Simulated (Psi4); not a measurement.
# GeS (germanium sulfide) at PBE/aug-cc-pVTZ

What is the energy change on altering one bond length of GeS (germanium sulfide) at PBE/aug-cc-pVTZ? 

Program for the calculation: Psi4 1.11.

6 further runs of the same task are left out: 5 that didn't finish, 1 set aside as unsound or not needed.

## Step 1: The structure to begin with

GeS: 2 atoms, total charge 0, spin state singlet. SMILES: `[S+]#[Ge-]`. The bond length is the measured one.

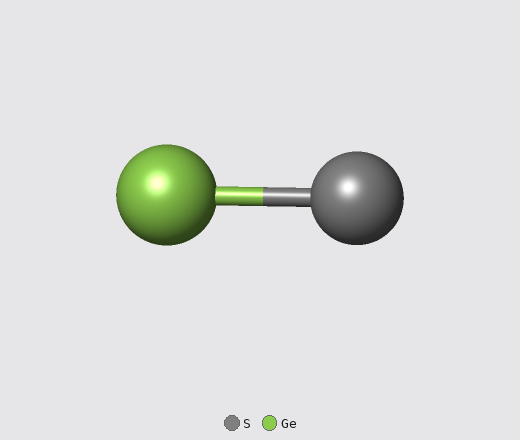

Viewed from a chosen angle; sulfur grey, germanium green.

## Step 2: A single-point energy at PBE/aug-cc-pVTZ

File calc.py:

```python
import psi4

psi4.set_memory('1600 MB')
psi4.set_num_threads(1)
psi4.set_output_file('psi4.out', False)

mol = psi4.geometry("""
0 1
S      0.000000     0.000000     0.000000
Ge     0.000000     0.000000     2.012086
units angstrom
symmetry c1
""")

psi4.set_options({
    'reference': 'rks',
    'puream': True,
    'e_convergence': 1e-09,
    'd_convergence': 1e-08,
    'scf_type': 'pk',
    'dft_radial_points': 99,
    'dft_spherical_points': 590,
})

E, wfn = psi4.energy('pbe/aug-cc-pVTZ', molecule=mol, return_wfn=True)
psi4.oeprop(wfn, 'MAYER_INDICES', 'MULLIKEN_CHARGES', 'LOWDIN_CHARGES')
print('E =', round(E, 9))
```

The run is started by

```console
python calc.py
```

psi4.out:

```text
[...]
  Running in c1 symmetry.
[...]
  Nuclear repulsion =  134.655641887593276
[...]
  Multiplicity = 1
[...]
  Nalpha       = 24
  Nbeta        = 24
[...]
    Number of basis functions: 109
[...]
   @RKS iter   1: -2473.35696069343112   -1.81527e+00   2.09812e-02 DIIS/ADIIS
[...]
   @RKS iter  13: -2474.80408731305261   -3.18323e-12   1.13991e-09 DIIS
[...]
    Orbital Energies [Eh]
    ---------------------
    Doubly Occupied:
       1A   -397.105136     2A    -88.078485     3A    -49.211191
       4A    -43.825357     5A    -43.825357     6A    -43.822335
       7A     -7.676401     8A     -6.003760     9A     -5.695497
      10A     -5.695497    11A     -5.695008    12A     -4.220892
      13A     -4.220892    14A     -4.212111    15A     -1.127259
      16A     -1.127259    17A     -1.122664    18A     -1.121180
      19A     -1.121180    20A     -0.642644    21A     -0.417423
      22A     -0.255783    23A     -0.255783    24A     -0.252476
[...]
  @RKS Final Energy: -2474.80408731305261
   => Energetics <=
    Nuclear Repulsion Energy =            134.6556418875932764
    One-Electron Energy =               -3712.4214730579637944
    Two-Electron Energy =                1207.1247277284192023
    DFT Exchange-Correlation Energy =    -104.1629838711015310
    Empirical Dispersion Energy =           0.0000000000000000
    VV10 Nonlocal Energy =                  0.0000000000000000
    Total Energy =                      -2474.8040873130526052
[...]
 Multipole Moments:
 ------------------------------------------------------------------------------------
     Multipole            Electronic (a.u.)      Nuclear  (a.u.)        Total (a.u.)
 ------------------------------------------------------------------------------------
 L = 1.  Multiply by 2.5417464519 to convert [e a0] to [Debye]
 Dipole X            :         -0.0000000            0.0000000           -0.0000000
 Dipole Y            :         -0.0000000            0.0000000           -0.0000000
 Dipole Z            :          6.5104491           -5.7319003            0.7785488
 Magnitude           :                                                    0.7785488
[...]
  Mulliken Charges: (a.u.)
   Center  Symbol    Alpha    Beta     Spin     Total
       1     S     8.15726  8.15726  0.00000 -0.31453
       2    GE    15.84274 15.84274  0.00000  0.31453
   Total alpha = 24.00000, Total beta = 24.00000, Total charge =  0.00000
  Lowdin Charges: (a.u.)
   Center  Symbol    Alpha    Beta     Spin     Total
       1     S     7.99576  7.99576  0.00000  0.00849
       2    GE    16.00424 16.00424  0.00000 -0.00849
  Total alpha = 24.00000, Total beta = 24.00000, Total charge =  0.00000
[...]
```

The script printed:

```text
E = -2474.804087313
```

Wall time 86 s (1 thread of Intel Xeon Platinum 8259CL at 2.50GHz (Skylake/Cascade Lake), shared host); peak memory 1.4 GiB.

## Step 3: The distorted shape at the same level

File calc.inp:

```
memory 1600 mb

molecule system {
  0 1
  S      0.000000     0.000000    -1.006014
  Ge     0.000000     0.000000     2.012086
  units angstrom
  symmetry c1
  no_reorient
  no_com
}

set puream true
set e_convergence 1e-09
set d_convergence 1e-08
set scf_type pk
set dft_radial_points 99
set dft_spherical_points 590

result, w = energy('pbe/aug-cc-pVTZ', return_wfn=True)
oeprop(w, 'QUADRUPOLE', 'WIBERG_LOWDIN_INDICES', 'MAYER_INDICES', title='PBE')
```

The run is started by

```console
psi4 -n 1 calc.inp calc.out
```

calc.out:

```text
[...]
  Running in c1 symmetry.
[...]
  Nuclear repulsion =   89.771290501653368
[...]
  Multiplicity = 1
[...]
  Nalpha       = 24
  Nbeta        = 24
[...]
    Number of basis functions: 109
[...]
   @RKS iter   1: -2473.42802026202844   -2.39463e+00   1.96021e-02 ADIIS/DIIS
[...]
   @RKS iter  18: -2474.67121064540061   -4.09273e-12   9.95428e-09 DIIS
[...]
    Orbital Energies [Eh]
    ---------------------
    Doubly Occupied:
       1A   -397.165089     2A    -88.082010     3A    -49.268236
       4A    -43.882234     5A    -43.882234     6A    -43.881041
       7A     -7.672091     8A     -6.058536     9A     -5.693687
      10A     -5.690840    11A     -5.690840    12A     -4.274211
      13A     -4.274211    14A     -4.269494    15A     -1.179337
      16A     -1.179337    17A     -1.175467    18A     -1.175467
      19A     -1.174179    20A     -0.568808    21A     -0.460765
      22A     -0.232245    23A     -0.205624    24A     -0.205624
[...]
  @RKS Final Energy: -2474.67121064540061
   => Energetics <=
    Nuclear Repulsion Energy =             89.7712905016533682
    One-Electron Energy =               -3621.2984293872432318
    Two-Electron Energy =                1160.8178393317457449
    DFT Exchange-Correlation Energy =    -103.9619110915565159
    Empirical Dispersion Energy =           0.0000000000000000
    VV10 Nonlocal Energy =                  0.0000000000000000
    Total Energy =                      -2474.6712106454006062
[...]
 Multipole Moments:
 ------------------------------------------------------------------------------------
     Multipole            Electronic (a.u.)      Nuclear  (a.u.)        Total (a.u.)
 ------------------------------------------------------------------------------------
 L = 1.  Multiply by 2.5417464519 to convert [e a0] to [Debye]
 Dipole X            :         -0.0000000            0.0000000           -0.0000000
 Dipole Y            :          0.0000000            0.0000000            0.0000000
 Dipole Z            :        -89.2822694           91.2558724            1.9736029
 Magnitude           :                                                    1.9736029
 L = 2.  Multiply by 1.3450342976 to convert [e a0^2] to [Debye ang]
 Quadrupole XX       :        -23.2161458            0.0000000          -23.2161458
 Quadrupole XY       :         -0.0000000            0.0000000           -0.0000000
[...]
```

Wall time 90 s (1 thread of Intel Xeon Platinum 8259CL at 2.50GHz (Skylake/Cascade Lake), shared host); peak memory 1.4 GiB.

## Step 4: Summary of results

At PBE/aug-cc-pVTZ:

| quantity | value |
| --- | --- |
| first shape: total energy | -2474.80409 Eh |
| first shape: dipole moment | 1.98 D |
| first shape: HOMO energy | -6.87 eV |
| first shape: LUMO energy | -3.15 eV |
| first shape: HOMO–LUMO gap | 3.72 eV |
| distorted shape: total energy | -2474.67121 Eh |
| distorted shape: dipole moment | 5.02 D |
| distorted shape: HOMO energy | -5.60 eV |
| distorted shape: LUMO energy | -4.69 eV |
| distorted shape: HOMO–LUMO gap | 0.90 eV |
| energy change with the S1–Ge2 bond stretched from 2.012 to 3.018 Å | 3.616 eV |

What this shows: With the S1–Ge2 bond stretched from 2.012 to 3.018 Å the energy rises by 3.62 eV (83 kcal/mol). The first shape isn't relaxed at this level, so the change isn't measured from a minimum. A restricted reference can't describe the breaking bond well at this length.
